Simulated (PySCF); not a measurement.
**C3H8AsN (SMILES C/N=C\C[AsH2]): levels of theory compared**

We compute a comparison of 5 runs (HF/def2-SVPD, B3LYP/6-31G*, r2SCAN/pcseg-1, TPSS/6-31G**, SVWN5/aug-cc-pVDZ) of C3H8AsN. 

Program for the calculation: PySCF 2.14.0.

## Step 1: The structure to begin with

C3H8AsN: 13 atoms, total charge 0, spin state singlet. SMILES: `C/N=C\C[AsH2]`. Geometry: a GFN2-xTB relaxation, a rough one for these elements and not checked as a minimum. This is one conformer, not always the lowest.

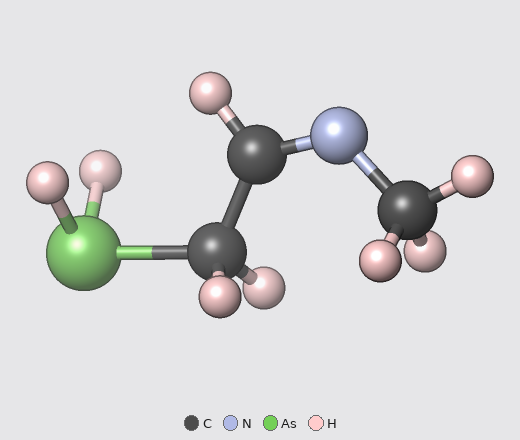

The structure, seen from a chosen angle (carbon dark grey, nitrogen light blue, arsenic green, hydrogen pink).

## Step 2: Energy and forces at HF/def2-SVPD (run 1)

File run.py:

```python
from pyscf import gto

mol = gto.M(
    atom='''
C     -3.301975    -2.269693    -0.545583
N     -1.741458    -1.716457     1.603281
C      0.141711    -0.286407     1.423890
C      1.069906     1.033397    -0.907087
As     4.126860     3.136756    -0.443802
H     -4.139521    -0.553954    -1.342197
H     -2.225171    -3.200043    -2.046876
H     -4.808729    -3.525889     0.077517
H      1.203378     0.012850     3.159414
H      1.447209    -0.377133    -2.381263
H     -0.451437     2.224623    -1.663507
H      5.488237     1.187598     1.110252
H      3.191029     4.334370     1.955999
''',
    unit='bohr',
    verbose=3,
    basis='def2-svpd',
    spin=0,
    max_memory=1860,
)

hf = mol.RHF()
hf.conv_tol = 1e-10
hf.kernel()
if not hf.converged:
    hf = hf.newton().run(hf.mo_coeff, hf.mo_occ)

energy = hf.e_tot
print('Final energy', energy)
grad = hf.nuc_grad_method().kernel()
hf.analyze()
```

Started as:

```bash
$ OMP_NUM_THREADS=1 python run.py
```

Log:

```text
converged SCF energy = -2406.46943064065
[... 15 lines left out ...]
MO #6   energy= -15.5535369152872  occ= 2
[... 21 lines left out ...]
MO #28  energy= -0.538118730482485 occ= 2
[... 21 lines left out ...]
MO #50  energy= 0.272781825466739  occ= 0
[... 21 lines left out ...]
MO #72  energy= 0.491349637925107  occ= 0
[... 21 lines left out ...]
MO #94  energy= 0.734346237843881  occ= 0
[... 21 lines left out ...]
MO #116 energy= 1.23718545023196   occ= 0
[... 21 lines left out ...]
MO #138 energy= 1.97217090803361   occ= 0
[... 21 lines left out ...]
MO #160 energy= 2.622901945187     occ= 0
[... 21 lines left out ...]
MO #182 energy= 3.82126613479982   occ= 0
[... 14 lines left out ...]
Dipole moment(X, Y, Z, Debye):  0.23335,  0.57298, -1.45828
```

Wall time 82 s (1 thread of Intel Xeon at 2.70GHz, shared host); peak memory 1.2 GiB.

## Step 3: Energy and forces at B3LYP/6-31G(d) (Cartesian functions) (run 2)

run.py, as its differences from that of step 2:

```diff
@@ -1,2 +1,3 @@
-from pyscf import gto
+import pyscf.grad
+from pyscf import gto, dft
 
@@ -18,18 +19,22 @@
 ''',
-    unit='bohr',
-    verbose=3,
-    basis='def2-svpd',
     spin=0,
     max_memory=1860,
+    unit='bohr',
+    basis='6-31g*',
+    verbose=4,
+    cart=True,
 )
 
-hf = mol.RHF()
-hf.conv_tol = 1e-10
-hf.kernel()
-if not hf.converged:
-    hf = hf.newton().run(hf.mo_coeff, hf.mo_occ)
+ks = dft.RKS(mol)
+ks.xc = 'b3lyp'
+ks.grids.level = 5
+ks.conv_tol = 1e-10
+ks.kernel()
+if not ks.converged:
+    ks = ks.newton().run(ks.mo_coeff, ks.mo_occ)
 
-energy = hf.e_tot
-print('Final energy', energy)
-grad = hf.nuc_grad_method().kernel()
-hf.analyze()
+e_tot = ks.e_tot
+print(f'total energy: {e_tot:.8f} hartree')
+grad = ks.Gradients().kernel()
+dip = ks.dip_moment()
+pop, q = ks.mulliken_pop()
```

Started as:

```bash
$ OMP_NUM_THREADS=1 python run.py
```

Log:

```text
PySCF version 2.14.0

[... 84 lines left out ...]
converged SCF energy = -2409.47408369125
total energy: -2409.47408369 hartree
[... 12 lines left out ...]
Dipole moment(X, Y, Z, Debye): -0.13978,  0.24974, -1.27572
[... 125 lines left out ...]
charge of   12H =      0.03972
```

Run time: 78 s. Hardware: 1 thread of Intel Xeon at 2.70GHz, shared host; peak memory 1.1 GiB.

Run 3 isn't shown in full; the table further down has it.

## Step 4: Energy and gradient at TPSS/6-31G(d,p) (spherical functions) (run 4)

File input.py:

```python
import pyscf.grad
from pyscf import gto, dft

mol = gto.M(
    atom=[
    ('C', (-1.747330, -1.201070, -0.288710)),
    ('N', (-0.921540, -0.908310, 0.848420)),
    ('C', (0.074990, -0.151560, 0.753490)),
    ('C', (0.566170, 0.546850, -0.480010)),
    ('As', (2.183840, 1.659900, -0.234850)),
    ('H', (-2.190540, -0.293140, -0.710260)),
    ('H', (-1.177510, -1.693390, -1.083160)),
    ('H', (-2.544670, -1.865820, 0.041020)),
    ('H', (0.636800, 0.006800, 1.671890)),
    ('H', (0.765830, -0.199570, -1.260110)),
    ('H', (-0.238890, 1.177220, -0.880290)),
    ('H', (2.904250, 0.628450, 0.587520)),
    ('H', (1.688620, 2.293650, 1.035070)),
],
    spin=0,
    charge=0,
    max_memory=1860,
    verbose=4,
    basis='6-31g**',
)

ks = dft.RKS(mol, xc='tpss')
ks.conv_tol = 1e-10
ks.grids.level = 5
ks.kernel()
if not ks.converged:
    ks = ks.newton().run(ks.mo_coeff, ks.mo_occ)

e_final = ks.e_tot
print('E(%s) = %.9f' % ('TPSS', e_final))
grad = ks.Gradients().kernel()
dip = ks.dip_moment()
pop, q = ks.mulliken_pop()
```

Started as:

```bash
$ OMP_NUM_THREADS=1 python input.py
```

Log:

```text
PySCF version 2.14.0

[... 84 lines left out ...]
converged SCF energy = -2409.41888886996
[... 13 lines left out ...]
Dipole moment(X, Y, Z, Debye): -0.26229,  0.14948, -1.23708
[... 142 lines left out ...]
charge of   12H =      0.00139
```

It took 2.3 min on 1 thread of Intel Xeon at 2.70GHz, shared host; peak memory 1.4 GiB.

## Step 5: Energy and gradient at SVWN5/aug-cc-pVDZ (run 5)

File input.xyz:

```xyz
13

C     -1.747330    -1.201070    -0.288710
N     -0.921540    -0.908310     0.848420
C      0.074990    -0.151560     0.753490
C      0.566170     0.546850    -0.480010
As     2.183840     1.659900    -0.234850
H     -2.190540    -0.293140    -0.710260
H     -1.177510    -1.693390    -1.083160
H     -2.544670    -1.865820     0.041020
H      0.636800     0.006800     1.671890
H      0.765830    -0.199570    -1.260110
H     -0.238890     1.177220    -0.880290
H      2.904250     0.628450     0.587520
H      1.688620     2.293650     1.035070
```

File run.py:

```python
from pyscf import gto, dft

mol = gto.Mole()
mol.atom = 'input.xyz'
mol.verbose = 4
mol.max_memory = 1860
mol.basis = 'aug-cc-pvdz'
mol.build()

calc0 = dft.RKS(mol, xc='svwn')
calc0.grids.level = 5
calc0.conv_tol = 1e-10
calc0.kernel()
if not calc0.converged:
    calc0 = calc0.newton().run(calc0.mo_coeff, calc0.mo_occ)

energy = calc0.e_tot
print('E = %.10f Eh' % energy)
grad = calc0.nuc_grad_method().kernel()
calc0.analyze()
```

Started as:

```bash
$ OMP_NUM_THREADS=1 python run.py
```

Log:

```text
PySCF version 2.14.0

[... 107 lines left out ...]
DFT Exchange-Correlation Energy =     -104.251408459300464
[... 26 lines left out ...]
MO #25  energy= -0.420840415698711 occ= 2
[... 24 lines left out ...]
MO #50  energy= 0.0818823524190084 occ= 0
[... 24 lines left out ...]
MO #75  energy= 0.279305395189869  occ= 0
[... 24 lines left out ...]
MO #100 energy= 0.485060699303959  occ= 0
[... 24 lines left out ...]
MO #125 energy= 0.801288453052603  occ= 0
[... 24 lines left out ...]
MO #150 energy= 1.4178874009957    occ= 0
[... 24 lines left out ...]
MO #175 energy= 1.95575491167838   occ= 0
[... 24 lines left out ...]
MO #200 energy= 3.15102280158069   occ= 0
[... 216 lines left out ...]
Dipole moment(X, Y, Z, Debye): -0.06600,  0.34421, -1.42502
```

Run time: 5.9 min. Hardware: 1 thread of Intel Xeon at 2.70GHz, shared host; peak memory 0.77 GiB.

## Step 6: The series

| run | level | Cartesian functions | integration grid | energy (Eh) | dipole moment (D) | HOMO energy (eV) | LUMO energy (eV) | wall time |
| --- | --- | --- | --- | --- | --- | --- | --- | --- |
| 1 | HF/def2-SVPD | no | – | -2406.469431 | 1.58 | -10.04 | 2.41 | 82 s |
| 2 | B3LYP/6-31G* (Cartesian functions) | yes | 5 | -2409.474084 | 1.31 | -6.37 | -0.10 | 78 s |
| 3 | r2SCAN/pcseg-1 | no | 5 | -2409.303968 | 1.42 | -5.74 | -1.13 | 2.4 min |
| 4 | TPSS/6-31G** (spherical functions) | no | 5 | -2409.418889 | 1.27 | -5.30 | -0.85 | 2.3 min |
| 5 | SVWN5/aug-cc-pVDZ | no | 5 | -2404.855887 | 1.47 | -5.60 | -1.66 | 5.9 min |

## Step 7: Outcome

```
                       quantity           value
            run 5: total energy  -2404.85589 Eh
           run 5: dipole moment          1.47 D
             run 5: HOMO energy        -5.60 eV
             run 5: LUMO energy        -1.66 eV
           run 5: HOMO–LUMO gap         3.94 eV
run 5: largest force on an atom      1.285 eV/Å
```

**Reading.** The dipole moment (its size) runs from 1.27 D (TPSS/6-31G**) to 1.58 D (HF/def2-SVPD). The two ends differ in method and basis. The HOMO–LUMO gap runs from 3.94 eV (SVWN5/aug-cc-pVDZ) to 12.45 eV (HF/def2-SVPD). Totals of different functionals can't be ranked against each other. All runs together took 13 min, the longest 5.9 min.
